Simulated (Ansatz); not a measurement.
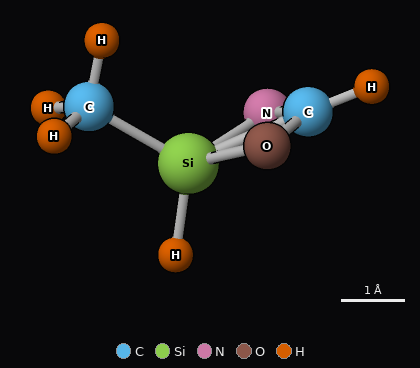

Fig. 1: The starting structure (ball-and-stick view, seen at a tilt).

C$_{2}$H$_{5}$NOSi: geometry relaxation

- system: C$_{2}$H$_{5}$NOSi
- method: RKS PBE0-D4/def2-TZVP (Ansatz 0.2.0)

The geometry: PBE-D4/def2-SVP start. Figures and captions count atoms from 1; the log counts them from 0 in places.

Output:
```
Functional definition: PBE0
  name "PBE0"
  cite "Adamo & Barone, J. Chem. Phys. 110, 6158 (1999) doi:10.1063/1.478522"
  cite "Perdew, Burke & Ernzerhof, Phys. Rev. Lett. 77, 3865 (1996) doi:10.1103/PhysRevLett.77.3865"
  parent pbe
  parameter a = 0.25
  parameter kappa = 0.804
  parameter beta = 0.06672455060314922
  exchange = (1 - a)*pbe_x(kappa = kappa, mu = beta*pi^2/3) + a*exact_x
  correlation = pbe_c(beta = beta)
1154 factors; their error is unknown
mean field evaluation 1: about -13553.6418 eV, gradient 7.0e1 eV
mean field evaluation 2: about -13546.5445 eV, gradient 8.8e1 eV
mean field evaluation 4: about -13563.3180 eV, gradient 6.8e0 eV
mean field evaluation 8: about -13563.4427 eV, gradient 4.0e-1 eV
mean field evaluation 16: about -13563.4429 eV, gradient 2.2e-5 eV
mean field -13563.44293579 eV, -498.4473342583 hartree, gradient 2.2e-5 eV, S^2 0.000000; 0 other end points of the search recorded, 0 dependent functions left out
the calculation of the forces begins
reference -13563.44296464 eV, -498.4473353186 hartree; 23, 23 occupied and 168, 168 virtual orbitals, 1154 factors
relax step   1: F+E_penalty+E_count = -13563.61457221 eV  Δ(F+E_penalty+E_count) = +0.000e0 eV  max|allowed force component| = 1.380e0 eV/Å  Δτ_max = 0.0000 Å  (29 SCF iters, accepted)
these checks for a lower state are left out or cut short: starts, cluster_reference, orbital_swaps, neighbouring_geometries, increment
1154 factors; their error is unknown
mean field -13563.50475909 eV, -498.4496062226 hartree, gradient 9.8e-6 eV, S^2 0.000000; 0 other end points of the search recorded, 0 dependent functions left out
the calculation of the forces begins
reference -13563.50478774 eV, -498.4496072758 hartree; 23, 23 occupied and 168, 168 virtual orbitals, 1154 factors
relax step   2: F+E_penalty+E_count = -13563.67704711 eV  Δ(F+E_penalty+E_count) = -6.247e-2 eV  max|allowed force component| = 6.585e-1 eV/Å  Δτ_max = 0.0247 Å  (33 SCF iters, accepted)
these checks for a lower state are left out or cut short: starts, cluster_reference, orbital_swaps, neighbouring_geometries, increment
1154 factors; their error is unknown
mean field -13563.52141503 eV, -498.4502183175 hartree, gradient 9.3e-6 eV, S^2 0.000000; 0 other end points of the search recorded, 0 dependent functions left out
the calculation of the forces begins
reference -13563.52144355 eV, -498.4502193656 hartree; 23, 23 occupied and 168, 168 virtual orbitals, 1154 factors
relax step   3: F+E_penalty+E_count = -13563.69443955 eV  Δ(F+E_penalty+E_count) = -1.739e-2 eV  max|allowed force component| = 2.076e-1 eV/Å  Δτ_max = 0.0235 Å  (34 SCF iters, accepted)
these checks for a lower state are left out or cut short: starts, cluster_reference, orbital_swaps, neighbouring_geometries, increment
1154 factors; their error is unknown
mean field evaluation 32: about -13563.4722 eV, gradient 2.0e0 eV
mean field -13563.52179364 eV, -498.4502322309 hartree, gradient 9.5e-6 eV, S^2 0.000000; 0 other end points of the search recorded, 0 dependent functions left out
the calculation of the forces begins
reference -13563.52182210 eV, -498.4502332771 hartree; 23, 23 occupied and 168, 168 virtual orbitals, 1154 factors
relax step   4: F+E_penalty+E_count = -13563.69481035 eV  Δ(F+E_penalty+E_count) = -3.708e-4 eV  max|allowed force component| = 1.852e-1 eV/Å  Δτ_max = 0.0157 Å  (32 SCF iters, accepted)
these checks for a lower state are left out or cut short: starts, cluster_reference, orbital_swaps, neighbouring_geometries, increment
1154 factors; their error is unknown
mean field -13563.52365216 eV, -498.4503005303 hartree, gradient 9.5e-6 eV, S^2 0.000000; 0 other end points of the search recorded, 0 dependent functions left out
the calculation of the forces begins
reference -13563.52368066 eV, -498.4503015775 hartree; 23, 23 occupied and 168, 168 virtual orbitals, 1154 factors
relax step   5: F+E_penalty+E_count = -13563.69661854 eV  Δ(F+E_penalty+E_count) = -1.808e-3 eV  max|allowed force component| = 7.187e-2 eV/Å  Δτ_max = 0.0083 Å  (34 SCF iters, accepted)
these checks for a lower state are left out or cut short: starts, cluster_reference, orbital_swaps, neighbouring_geometries, increment
1154 factors; their error is unknown
mean field -13563.52386045 eV, -498.4503081848 hartree, gradient 9.6e-6 eV, S^2 0.000000; 0 other end points of the search recorded, 0 dependent functions left out
the calculation of the forces begins
reference -13563.52388894 eV, -498.4503092319 hartree; 23, 23 occupied and 168, 168 virtual orbitals, 1154 factors
relax step   6: F+E_penalty+E_count = -13563.69678990 eV  Δ(F+E_penalty+E_count) = -1.714e-4 eV  max|allowed force component| = 2.305e-2 eV/Å  Δτ_max = 0.0110 Å  (34 SCF iters, accepted)
these checks for a lower state are left out or cut short: starts, cluster_reference, orbital_swaps, neighbouring_geometries, increment
1154 factors; their error is unknown
mean field -13563.52392903 eV, -498.4503107051 hartree, gradient 9.6e-6 eV, S^2 0.000000; 0 other end points of the search recorded, 0 dependent functions left out
the calculation of the forces begins
reference -13563.52395752 eV, -498.4503117520 hartree; 23, 23 occupied and 168, 168 virtual orbitals, 1154 factors
relax step   7: F+E_penalty+E_count = -13563.69681881 eV  Δ(F+E_penalty+E_count) = -2.891e-5 eV  max|allowed force component| = 7.461e-3 eV/Å  Δτ_max = 0.0042 Å  (35 SCF iters, accepted)
these checks for a lower state are left out or cut short: starts, cluster_reference, orbital_swaps, neighbouring_geometries, increment
1154 factors; their error is unknown
mean field evaluation 64: about -13563.5239 eV, gradient 4.8e-3 eV
mean field -13563.52392492 eV, -498.4503105541 hartree, gradient 9.6e-6 eV, S^2 0.000000; 0 other end points of the search recorded, 0 dependent functions left out
the calculation of the forces begins
reference -13563.52395341 eV, -498.4503116010 hartree; 23, 23 occupied and 168, 168 virtual orbitals, 1154 factors
relax step   8: F+E_penalty+E_count = -13563.69682635 eV  Δ(F+E_penalty+E_count) = -7.531e-6 eV  max|allowed force component| = 4.896e-3 eV/Å  Δτ_max = 0.0030 Å  (35 SCF iters, accepted)
```

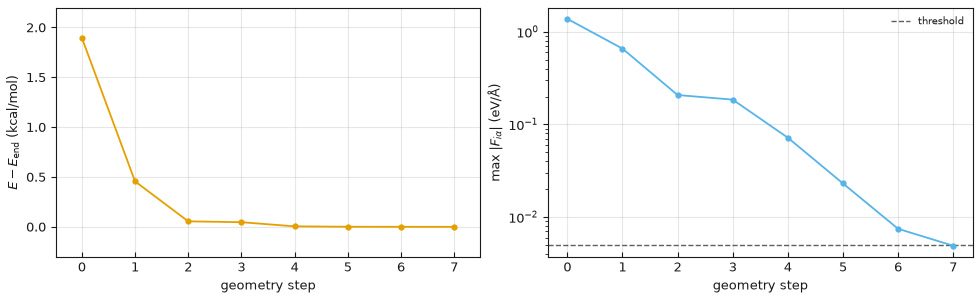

Fig. 2: Progress of the relaxation, step by step (the first geometry is step 0 here and step 1 in the log).

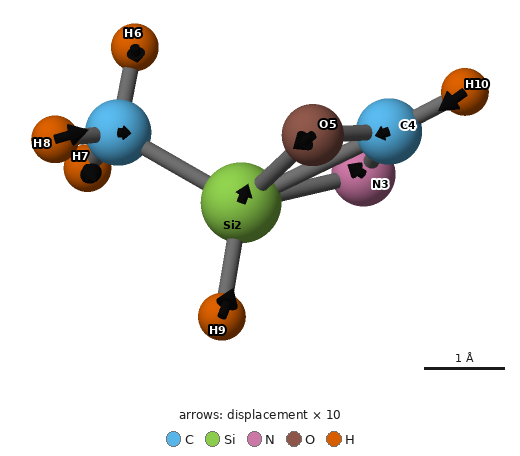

Fig. 3: The starting structure with the displacements as black arrows, magnified 10 times (ball-and-stick view, seen at a tilt). The two geometries are laid on each other by the best rigid fit. H8 moves most after the best rigid fit: 0.045 Å. Largest moves by element: H 0.045 Å, O 0.038 Å, N 0.026 Å, Si 0.026 Å, C 0.019 Å. Among the contacts that change: Si2–O5 1.781 → 1.726 Å, Si2–C4 2.086 → 2.049 Å, Si2–N3 1.796 → 1.764 Å, N3–C4 1.298 → 1.279 Å. The energy falls by 1.90 kcal/mol in 7 geometry steps. Largest force component: 1.4 eV/Å at the start, 0.0049 eV/Å at the end. (Atoms are counted from 1 in the order of the input.)

```
1154 factors; their error is unknown
mean field -13563.52392492 eV, -498.4503105541 hartree, gradient 9.6e-6 eV, S^2 0.000000; 1 other end points of the search recorded, 0 dependent functions left out
the calculation of the forces begins
reference -13563.52395341 eV, -498.4503116010 hartree; 23, 23 occupied and 168, 168 virtual orbitals, 1154 factors
Total energy: -13563.69685483 eV, -498.4566656112 hartree
Atom 0 at    -1.537848    -0.368061    -0.080582 Å, force     0.000968    -0.001293    -0.000608 eV/Å
Atom 1 at     0.168528    -0.111122     0.567310 Å, force    -0.003252     0.004896     0.001727 eV/Å
Atom 2 at     1.534654    -0.766860    -0.336488 Å, force     0.001083    -0.001782    -0.000117 eV/Å
Atom 3 at     1.801436     0.469337    -0.525598 Å, force     0.000516     0.002305    -0.000485 eV/Å
Atom 4 at     0.916140     1.352969     0.040232 Å, force     0.000582    -0.001760    -0.000992 eV/Å
Atom 5 at    -1.569303    -0.216394    -1.160893 Å, force     0.000806    -0.000776     0.000219 eV/Å
Atom 6 at    -1.872607    -1.385722     0.138374 Å, force    -0.000182    -0.000032    -0.000560 eV/Å
Atom 7 at    -2.237137     0.324513     0.395060 Å, force    -0.000499     0.001184     0.000780 eV/Å
Atom 8 at     0.241452    -0.255927     2.039776 Å, force     0.000779    -0.002162    -0.000181 eV/Å
Atom 9 at     2.637885     0.906067    -1.074290 Å, force    -0.000801    -0.000581     0.000218 eV/Å
Dipole moment:    -0.382584     0.083555     0.057156 e Å
```

Trajectory as extended XYZ (Å, eV, eV/Å), 8 frames, from step=1 to step=8:
```
10
Properties=species:S:1:pos:R:3:forces:R:3 step=1 energy=-13563.61457
C    -1.5549   -0.3717   -0.0792   -0.1851  -0.0432  -0.0460
Si    0.1644   -0.1218    0.5904    0.6416   0.4974  -0.5331
N     1.5565   -0.7811   -0.3327   -0.3397   1.3800   0.2181
C     1.8181    0.4742   -0.5337   -0.1387  -0.3926   0.0826
O     0.9383    1.3802    0.0262   -0.0250  -1.2785   0.0838
H    -1.5756   -0.1922   -1.1719    0.0170  -0.0873   0.5241
H    -1.8885   -1.4126    0.1138    0.1633   0.4921  -0.0916
H    -2.2769    0.3125    0.4127    0.3687  -0.3227  -0.2332
H     0.2358   -0.2480    2.0831   -0.0135   0.0315  -0.3396
H     2.6660    0.9092   -1.1057   -0.4886  -0.2768   0.3348
10
Properties=species:S:1:pos:R:3:forces:R:3 step=2 energy=-13563.67705
C    -1.5465   -0.3704   -0.0793    0.0044  -0.0166   0.0090
Si    0.1634   -0.1197    0.5833    0.5000   0.3991  -0.4241
N     1.5477   -0.7701   -0.3304   -0.2756   0.4332   0.1416
C     1.8072    0.4719   -0.5321   -0.0593  -0.1145   0.1092
O     0.9326    1.3669    0.0316   -0.1757  -0.6585   0.1055
H    -1.5682   -0.1956   -1.1606    0.0012  -0.0246   0.1432
H    -1.8771   -1.3993    0.1154    0.0462   0.1422  -0.0253
H    -2.2564    0.3101    0.4078    0.1045  -0.0882  -0.0650
H     0.2343   -0.2455    2.0611   -0.0042  -0.0014  -0.0766
H     2.6462    0.9006   -1.0939   -0.1415  -0.0707   0.0824
10
Properties=species:S:1:pos:R:3:forces:R:3 step=3 energy=-13563.69444
C    -1.5359   -0.3678   -0.0798    0.0175  -0.0078   0.0219
Si    0.1672   -0.1129    0.5743    0.0390   0.0841  -0.1353
N     1.5302   -0.7670   -0.3351    0.0373  -0.0780   0.1177
C     1.8017    0.4688   -0.5196   -0.0518  -0.0551  -0.2076
O     0.9144    1.3522    0.0308   -0.0520   0.0351   0.1570
H    -1.5616   -0.1993   -1.1569   -0.0043   0.0036  -0.0260
H    -1.8649   -1.3903    0.1206   -0.0162  -0.0239   0.0059
H    -2.2392    0.3132    0.4042   -0.0283   0.0178   0.0086
H     0.2390   -0.2451    2.0463    0.0104  -0.0079   0.0256
H     2.6323    0.8970   -1.0819    0.0484   0.0321   0.0322
10
Properties=species:S:1:pos:R:3:forces:R:3 step=4 energy=-13563.69481
C    -1.5358   -0.3674   -0.0807    0.0066  -0.0037  -0.0071
Si    0.1684   -0.1104    0.5696   -0.0116  -0.0164   0.0949
N     1.5362   -0.7679   -0.3252   -0.0323  -0.0321  -0.1178
C     1.7928    0.4681   -0.5325    0.1852  -0.0814   0.1347
O     0.9174    1.3506    0.0415   -0.0871   0.1194  -0.0651
H    -1.5644   -0.2020   -1.1585   -0.0104   0.0007  -0.0209
H    -1.8655   -1.3892    0.1236   -0.0045  -0.0146   0.0039
H    -2.2389    0.3152    0.4025   -0.0102   0.0126   0.0050
H     0.2400   -0.2469    2.0420   -0.0083  -0.0081   0.0204
H     2.6332    0.8987   -1.0795   -0.0272   0.0236  -0.0478
10
Properties=species:S:1:pos:R:3:forces:R:3 step=5 energy=-13563.69662
C    -1.5365   -0.3676   -0.0803    0.0031  -0.0046   0.0015
Si    0.1683   -0.1109    0.5713    0.0028   0.0205  -0.0048
N     1.5341   -0.7682   -0.3306   -0.0017   0.0148  -0.0042
C     1.7984    0.4684   -0.5263    0.0464  -0.0719  -0.0174
O     0.9160    1.3524    0.0372   -0.0346   0.0298   0.0190
H    -1.5648   -0.2024   -1.1587   -0.0041  -0.0011  -0.0014
H    -1.8665   -1.3899    0.1240   -0.0015  -0.0002   0.0017
H    -2.2402    0.3154    0.4024   -0.0016   0.0019  -0.0012
H     0.2399   -0.2474    2.0445    0.0002  -0.0048   0.0026
H     2.6344    0.8992   -1.0806   -0.0089   0.0156   0.0043
10
Properties=species:S:1:pos:R:3:forces:R:3 step=6 energy=-13563.69679
C    -1.5371   -0.3677   -0.0809   -0.0094  -0.0028   0.0073
Si    0.1683   -0.1099    0.5690   -0.0031   0.0098  -0.0163
N     1.5335   -0.7677   -0.3341    0.0109  -0.0131  -0.0048
C     1.8008    0.4677   -0.5260    0.0051   0.0230   0.0020
O     0.9164    1.3531    0.0388   -0.0038  -0.0067   0.0048
H    -1.5699   -0.2120   -1.1606    0.0079   0.0019   0.0005
H    -1.8694   -1.3873    0.1333   -0.0008   0.0038   0.0029
H    -2.2380    0.3213    0.3977   -0.0009  -0.0034  -0.0009
H     0.2415   -0.2533    2.0413   -0.0019  -0.0012   0.0048
H     2.6370    0.9045   -1.0756   -0.0040  -0.0113  -0.0002
10
Properties=species:S:1:pos:R:3:forces:R:3 step=7 energy=-13563.69682
C    -1.5383   -0.3681   -0.0805    0.0001   0.0008   0.0006
Si    0.1681   -0.1103    0.5672    0.0036  -0.0026  -0.0039
N     1.5350   -0.7671   -0.3354   -0.0001   0.0023  -0.0020
C     1.8020    0.4689   -0.5255   -0.0064  -0.0060   0.0009
O     0.9162    1.3529    0.0390    0.0001   0.0075  -0.0008
H    -1.5700   -0.2141   -1.1605   -0.0008  -0.0021   0.0013
H    -1.8719   -1.3865    0.1366    0.0020   0.0005  -0.0020
H    -2.2385    0.3225    0.3968    0.0023   0.0012  -0.0011
H     0.2418   -0.2547    2.0393   -0.0011  -0.0010   0.0060
H     2.6387    0.9053   -1.0741    0.0004  -0.0006   0.0011
10
Properties=species:S:1:pos:R:3:forces:R:3 step=8 energy=-13563.69683
C    -1.5378   -0.3681   -0.0806    0.0010  -0.0013  -0.0006
Si    0.1685   -0.1111    0.5673   -0.0033   0.0049   0.0017
N     1.5347   -0.7669   -0.3365    0.0011  -0.0018  -0.0001
C     1.8014    0.4693   -0.5256    0.0005   0.0023  -0.0005
O     0.9161    1.3530    0.0402    0.0006  -0.0018  -0.0010
H    -1.5693   -0.2164   -1.1609    0.0008  -0.0008   0.0002
H    -1.8726   -1.3857    0.1384   -0.0002   0.0000  -0.0006
H    -2.2371    0.3245    0.3951   -0.0005   0.0012   0.0008
H     0.2415   -0.2559    2.0398    0.0008  -0.0022  -0.0002
H     2.6379    0.9061   -1.0743   -0.0008  -0.0006   0.0002
```

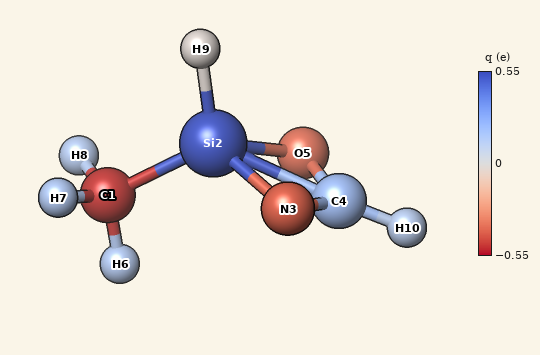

Fig. 4: Mulliken charges, as the colour of each atom (ball-and-stick view, seen at a tilt; atoms are numbered from 1 in the order of the input). By element: C −0.49 to +0.20, Si +0.52, N −0.39, O −0.39 and H −0.03 to +0.16 e.

This output came from the following input.

Input file:
```yaml
crystal:
  periodic: [false, false, false]
  atoms:
    - {symbol: C, position_ang: [-1.554861, -0.371653, -0.079194]}
    - {symbol: Si, position_ang: [0.164429, -0.121789, 0.590432]}
    - {symbol: N, position_ang: [1.556541, -0.781079, -0.332708]}
    - {symbol: C, position_ang: [1.818063, 0.474231, -0.533661]}
    - {symbol: O, position_ang: [0.938268, 1.380233, 0.026159]}
    - {symbol: H, position_ang: [-1.575626, -0.192239, -1.171914]}
    - {symbol: H, position_ang: [-1.888493, -1.412612, 0.113771]}
    - {symbol: H, position_ang: [-2.276904, 0.312525, 0.412679]}
    - {symbol: H, position_ang: [0.235801, -0.248039, 2.083082]}
    - {symbol: H, position_ang: [2.665982, 0.909222, -1.105746]}
basis:
  gaussian: {orbitals: def2-TZVP}
hamiltonian: {xc: pbe0, dispersion: d4}
relax: {f_tol: 0.005, max_steps: 150}
```

Launched with:
```bash
ansatz run in.yaml --threads 4 --pin off --events-out ev --progress --plain --max-ram 10444MiB
```

Key numbers:

```tsv
quantity	value
outcome	converged
total energy	−13563.6969 eV
mean-field energy	−13563.5240 eV
dispersion energy	−0.1729 eV
SCF solution under orbital rotations	stable
largest force (length of the vector) at the end	0.006 eV/Å
dipole moment	1.90 D
hardware	4 threads of Arm Neoverse V2, 23 GiB of memory available, shared host
wall time	20 s (CPU time 73 s)
peak memory	0.46 GiB
```
